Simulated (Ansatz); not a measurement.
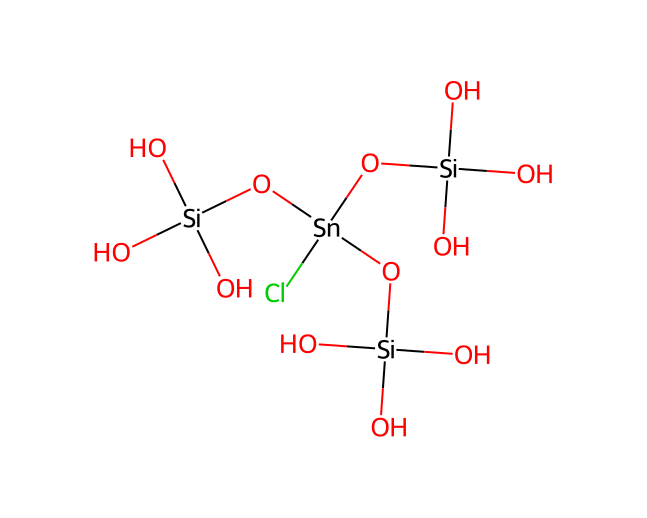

The picture comes from a calculation with Ansatz.

Give its SMILES.

O[Si](O)(O)[O][Sn]([Cl])([O][Si](O)(O)O)[O][Si](O)(O)O

What is the molecular formula?

ClH9O12Si3Sn.

An optimisation with PBE0-D4/def2-TZVP gave a structure of which point group?

C1. Other conformers may differ.
